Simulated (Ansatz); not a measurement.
System: CH2GeP (doublet).

Input

```
basis:
  gaussian: {orbitals: def2-TZVPD}
crystal:
  periodic: [false, false, false]
  atoms:
    - {symbol: C, position_ang: [-0.660637, -0.114498, -2.382653]}
    - {symbol: Ge, position_ang: [0.674862, -0.983050, -1.429979]}
    - {symbol: P, position_ang: [-1.305940, 0.894882, -1.128382]}
    - {symbol: H, position_ang: [-0.326460, 0.363229, -0.123495]}
    - {symbol: H, position_ang: [-1.047476, -0.119462, -3.404438]}
output: {forces: true, orbitals: {seedname: orbitals}}
hamiltonian: {xc: {name: PBE0}}
magnetization: {spin_polarized: true, initial_magnetization: 1}
```

Launched as:

```sh
ansatz run input.yaml --threads 1 --pin off --max-ram 2610MiB --events-out events.jsonl --progress --plain --runs-dir runs
```

Geometry: PBE0-D3(BJ)/def2-SVP.

These are results of isolated molecule in a Gaussian basis; Kohn-Sham density functional theory, functional PBE0 (Ansatz 0.2.0), not measurements.

**What will maps of the electron density, electron localisation function and spin density show?**

C–P (1.73 Å): ρ at the midpoint is about 1.3 e/Å³; the ELF peaks at about 0.90 between the atoms, as expected for a covalent bond.
C–Ge (1.86 Å): ρ is about 0.96 e/Å³ halfway; the ELF peaks at about 0.85 in the valence shell of C, 0.7 Å from its nucleus, and is about 0.50 at the midpoint.
Ge–P (2.75 Å): the density is about 0.37 e/Å³ at the midpoint; the ELF is about 0.30 at the midpoint.
C–H (1.09 Å): the density is about 2 e/Å³ at the midpoint; the ELF climbs to about 1 towards the hydrogen, as it does in any bond to H; a covalent bond by its length.
The unpaired spin (1 electron) lies mostly on P3 (about 0.5) and Ge2 (about 0.5), in electrons by Hirshfeld's partition.

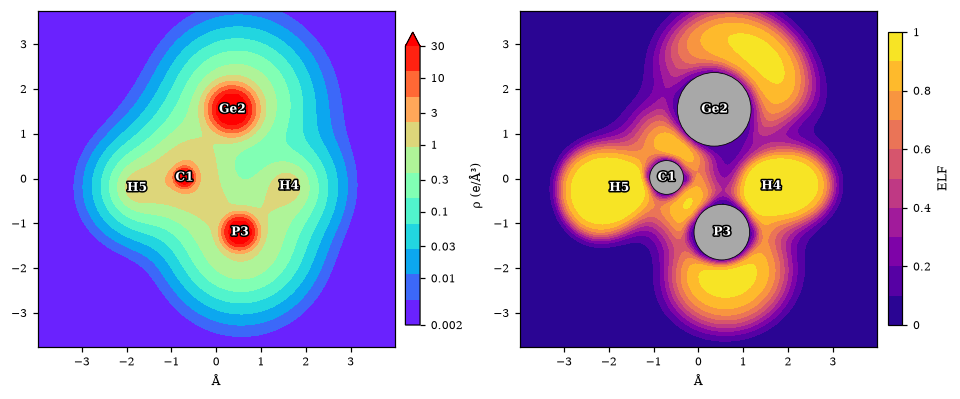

Computed electron density and electron localisation function on the molecular plane, in this order. Grey discs cover the atomic cores in the ELF map. 
